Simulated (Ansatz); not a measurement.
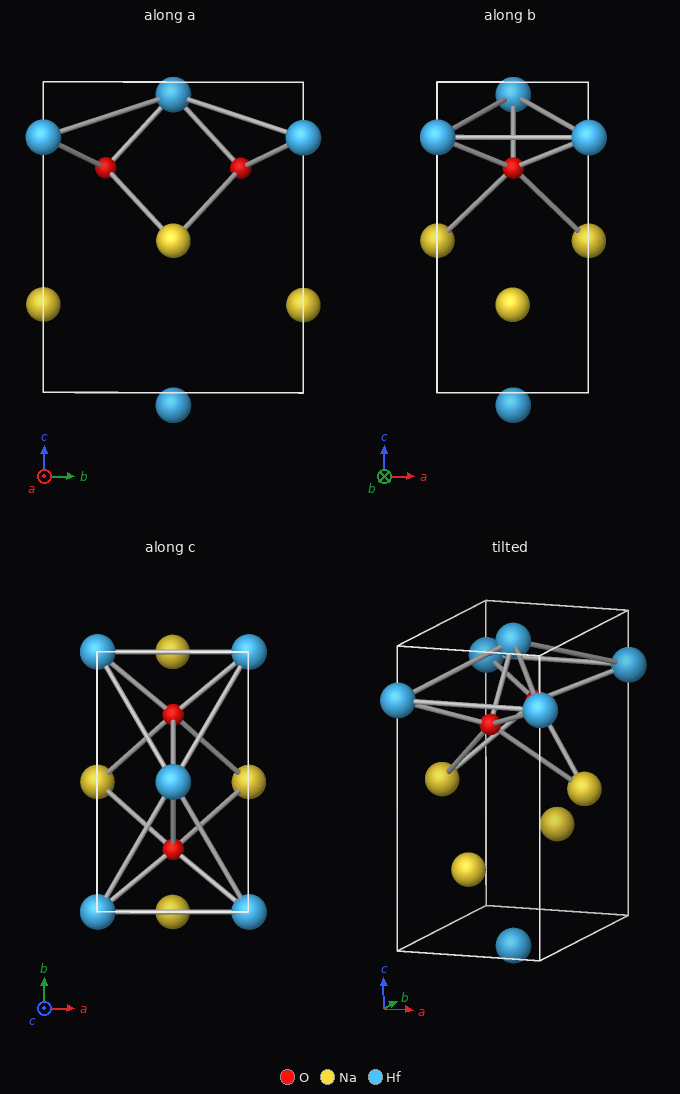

The image is a ball-and-stick drawing of a crystal, viewed along the a axis, along the b axis, along the c axis and slightly off an axis. One unit cell is outlined, and atoms on its boundary appear in each equivalent place.

Lattice parameters: a = 3.1671 Å, b = 5.4379 Å, c = 6.4956 Å, α = 90.129°, β = 90.087°, γ = 90.030°.

### Reconstruct the structure as a CIF in P1 with every atom of the cell, with free fractional coordinates to two decimals.

```cif
data_structure
_symmetry_space_group_name_H-M 'P 1'
_symmetry_Int_Tables_number 1
_cell_length_a 3.1671
_cell_length_b 5.4379
_cell_length_c 6.4956
_cell_angle_alpha 90.129
_cell_angle_beta 90.087
_cell_angle_gamma 90.030
_cell_volume 111.87
loop_
_atom_site_label
_atom_site_type_symbol
_atom_site_fract_x
_atom_site_fract_y
_atom_site_fract_z
_atom_site_occupancy
O1 O 0.50 0.76 0.72 1
Na1 Na 0.50 0.00 0.28 1
Na2 Na 0.00 0.50 0.49 1
Hf1 Hf 0.00 0.00 0.82 1
Hf2 Hf 0.50 0.50 0.96 1
O2 O 0.50 0.24 0.72 1
```

It goes back to a random cell made by a generator, so it need not be a real form of the compound. It was relaxed with DFT PBE, scalar-relativistic, plane waves, PAW in Ansatz.
